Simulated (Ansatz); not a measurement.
# C₂H₂FO+: one structure at several levels

How do the functionals fare away from a minimum? The structure is a structure displaced at random from a GFN2-xTB minimum.

The runs use Ansatz 0.2.0, Gaussian basis; single points in def2-TZVPP.

Correlated methods freeze the cores. B3LYP uses VWN-RPA correlation.

### Step 1. The system as given

SMILES `[OH+]=C=CF`, 6 atoms, charge 1, spin multiplicity 1.

Atoms are counted from 1 here; the program's logs count them from 0.

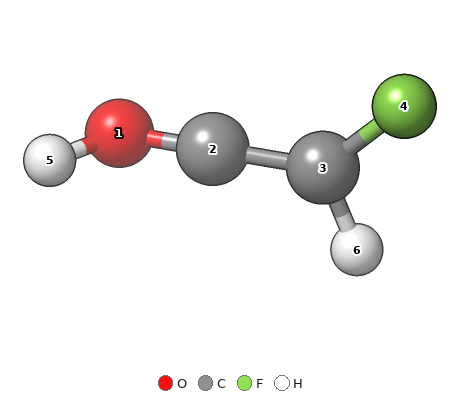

The starting geometry (oxygen red, carbon grey, fluorine green, hydrogen white); atoms are numbered from 1 in the order of the file.

As a file:

```xyz
6
charge 1, multiplicity 1
O    -0.4346    1.2194   -0.8225
C    -0.1467    0.2570   -0.2577
C     0.0665   -0.6843    0.5816
F    -0.3644   -1.8807    0.6832
H     0.1070    1.5055   -1.5888
H     0.7019   -0.4242    1.4040
```

### Step 2. CCSD(T)/def2-TZVPP

Input file run/in.yaml:

```yaml
crystal:
  periodic: [false, false, false]
  atoms:
    - {symbol: O, position_ang: [-0.434600, 1.219400, -0.822500]}
    - {symbol: C, position_ang: [-0.146700, 0.257000, -0.257700]}
    - {symbol: C, position_ang: [0.066500, -0.684300, 0.581600]}
    - {symbol: F, position_ang: [-0.364400, -1.880700, 0.683200]}
    - {symbol: H, position_ang: [0.107000, 1.505500, -1.588800]}
    - {symbol: H, position_ang: [0.701900, -0.424200, 1.404000]}
basis:
  gaussian: {orbitals: def2-TZVPP}
total_charge: 1
correlation: {method: ccsd_t}
output: {forces: true}
```

No record of the launch command was kept for these runs.

### Step 3. PBE0-D4/def2-TZVPP

Edit run/in.yaml of step 2 so:

```diff
@@ -12,3 +12,3 @@
 total_charge: 1
-correlation: {method: ccsd_t}
-output: {forces: true}
+hamiltonian: {xc: pbe0, dispersion: d4}
+output: {forces: true, orbitals: {seedname: orbitals}}
```

### Step 4. wB97M-V/def2-TZVPP

Edit run/in.yaml of step 3 so:

```diff
@@ -12,3 +12,3 @@
 total_charge: 1
-hamiltonian: {xc: pbe0, dispersion: d4}
-output: {forces: true, orbitals: {seedname: orbitals}}
+hamiltonian: {xc: {name: wB97M-V}}
+output: {forces: true}
```

### Step 5. r2SCAN-D4/def2-TZVPP

Edit run/in.yaml of step 4 so:

```diff
@@ -12,3 +12,3 @@
 total_charge: 1
-hamiltonian: {xc: {name: wB97M-V}}
+hamiltonian: {xc: r2scan, dispersion: d4}
 output: {forces: true}
```

### Step 6. PBE-D4/def2-TZVPP

Edit run/in.yaml of step 5 so:

```diff
@@ -12,3 +12,3 @@
 total_charge: 1
-hamiltonian: {xc: r2scan, dispersion: d4}
+hamiltonian: {xc: pbe, dispersion: d4}
 output: {forces: true}
```

### Step 7. B3LYP-D4/def2-TZVPP

Edit run/in.yaml of step 6 so:

```diff
@@ -12,3 +12,3 @@
 total_charge: 1
-hamiltonian: {xc: pbe, dispersion: d4}
+hamiltonian: {xc: {name: B3LYP}, dispersion: d4}
 output: {forces: true}
```

### Step 8. r2SCAN0-D4/def2-TZVPP

Edit run/in.yaml of step 7 so:

```diff
@@ -12,3 +12,3 @@
 total_charge: 1
-hamiltonian: {xc: {name: B3LYP}, dispersion: d4}
+hamiltonian: {xc: {name: r2SCAN0}, dispersion: d4}
 output: {forces: true}
```

(Steps that only read results are left out.)

**Question.** What will these runs give? Wanted: energy less free atoms, CCSD(T)/def2-TZVPP; RMS force component; RMS force error; HOMO and LUMO, PBE0-D4; T1 diagnostic.

**Answer**, as computed:

| quantity | value |
| --- | --- |
| energy less free atoms, CCSD(T)/def2-TZVPP | -337.2 kcal/mol |
| RMS force component | 1.961 to 2.254 eV/Å over the methods |
| RMS force error | PBE0-D4 0.330, wB97M-V 0.232, r2SCAN-D4 0.266, PBE-D4 0.296, B3LYP-D4 0.271, r2SCAN0-D4 0.411 eV/Å |
| HOMO and LUMO, PBE0-D4 | -14.77 and -9.37 eV |
| T1 diagnostic | 0.016 |

What this shows: Against CCSD(T) the functionals' energies less atoms differ by -52.5 to -5.9 kcal/mol, PBE-D4 by -52.5 kcal/mol. The reference is not at the basis limit: in triple zeta CCSD(T) underbinds, which counts against methods that bind more; the gaps are no ranking. The forces of wB97M-V come nearest to CCSD(T), those of r2SCAN0-D4 are farthest. Frozen-core CCSD(T) forces in triple zeta carry basis errors of their own, and this is one geometry, so small gaps rank nothing.
